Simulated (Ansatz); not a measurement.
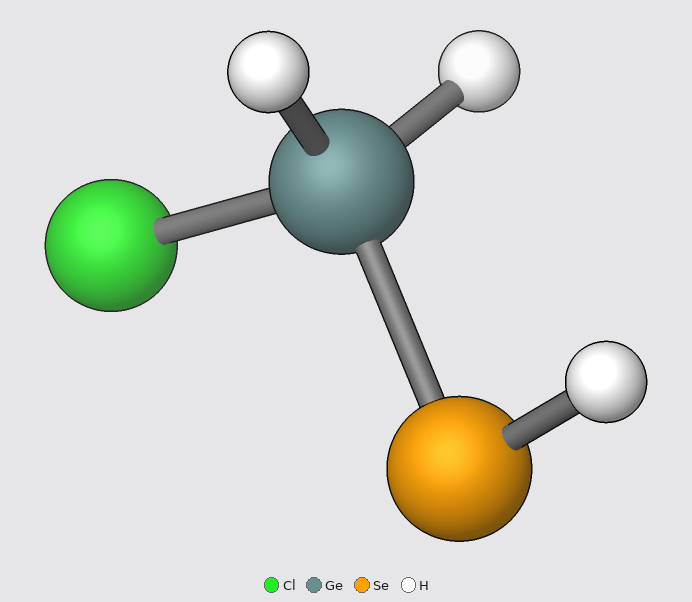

Ball-and-stick drawing of a structure. Every bond is drawn as one stick, whatever its order.

The geometry was computed by an optimisation with PBE0-D4/def2-TZVP.

Identify the structure.

The molecule is ClGeH3Se. Its SMILES string is `[Cl][GeH2][SeH]`. This geometry has Cs symmetry. Coordination: 1 Ge tetrahedral; 1 Se bent.

The parts below concern this one geometry. Atoms keep their numbers from picture to picture.

### Geometry

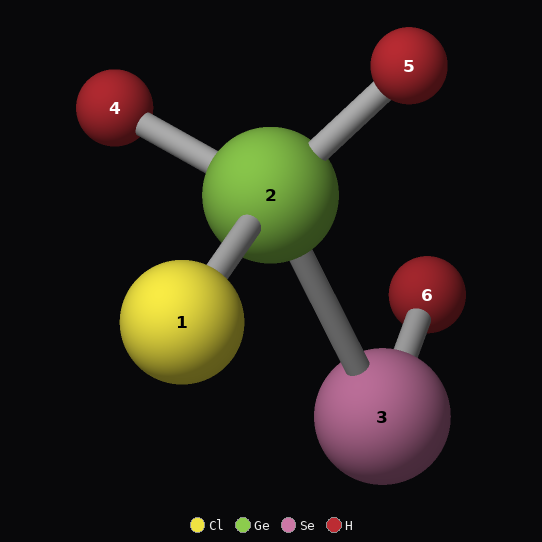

Give these bond angles: Cl1–Ge2–Se3, Cl1–Ge2–H4, Se3–Ge2–H4, H4–Ge2–H5, Ge2–Se3–H6.

| angle | degrees |
| --- | --- |
| Cl1–Ge2–Se3 | 104.6 |
| Cl1–Ge2–H4 | 107.5 |
| Se3–Ge2–H4 | 112.1 |
| H4–Ge2–H5 | 112.4 |
| Ge2–Se3–H6 | 91.7 |

### Electronic properties

Level of theory: RKS revPBE-D4/def2-TZVPP (Ansatz 0.2.0).

> What is the LUMO energy (Kohn–Sham orbital)?

−1.57 eV.

> Give the HOMO energy (Kohn–Sham orbital) at this level.

−6.06 eV.

### Vibrations

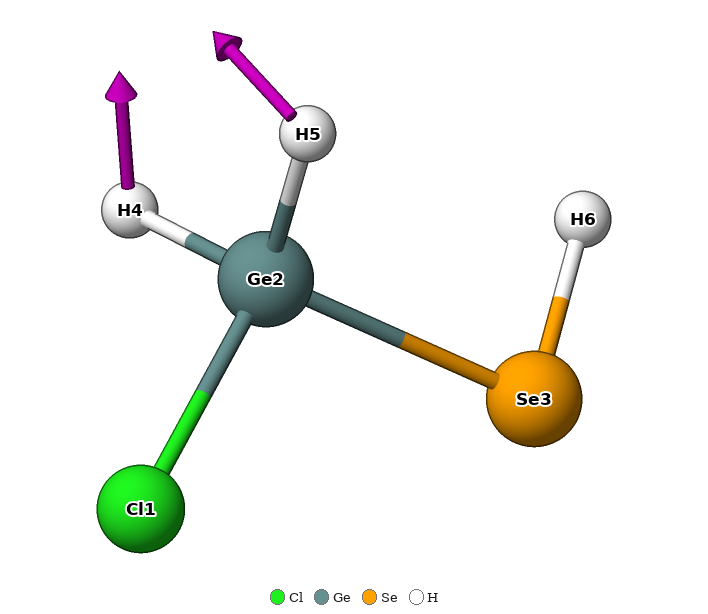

The arrows show one normal mode. Harmonic vibrations computed with RKS PBE0-D4/def2-TZVP (Ansatz 0.2.0) at a stationary point of the same level.

> Describe the motion.

Mostly H–Ge–H bending.

> Estimate its harmonic wavenumber.

865 cm⁻¹; it is mode 9 of 12 counted from the lowest.

### Charges

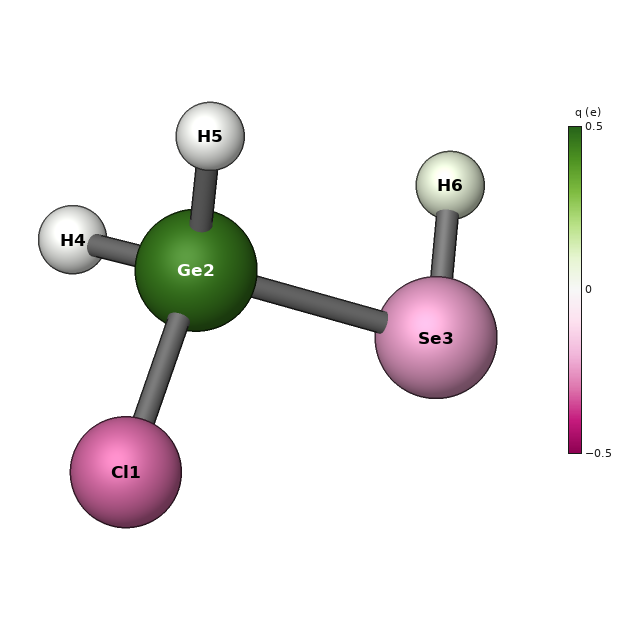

Atoms are coloured by their Mulliken charges. Level of theory: RKS r2SCAN-D4/def2-TZVPP (Ansatz 0.2.0).

> Which atom carries the highest charge (most positive or least negative)?

Ge2 (0.46 e).

> And the lowest?

Cl1 (−0.31 e).

List the Mulliken charges.

```tsv
atom	value (e)
Cl1	−0.31
Ge2	0.46
Se3	−0.24
H4	0.01
H5	0.01
H6	0.07
```

### Dipole moment

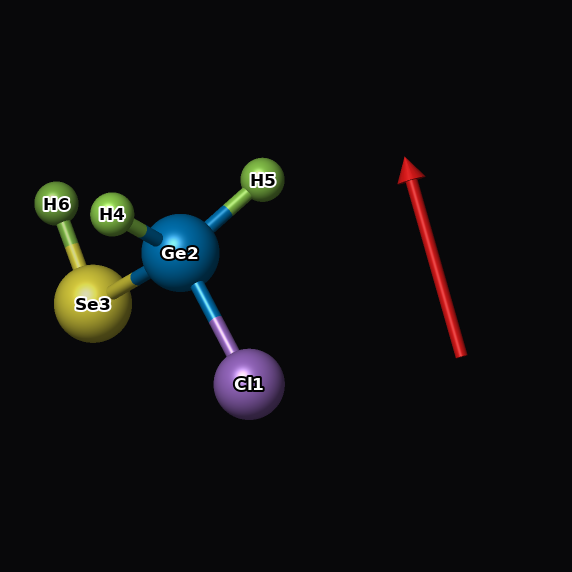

The arrow beside the molecule shows the direction of the dipole moment, from the negative to the positive end (its length means nothing). Level of theory: RKS B3LYP-D4/def2-TZVPP (Ansatz 0.2.0).

> How large is the dipole moment?

2.17 D; it points from the side of Cl1 to the side of H6 (the outermost atoms at the two ends).

Mulliken values depend strongly on the basis set and can even reverse the polarity of a bond.
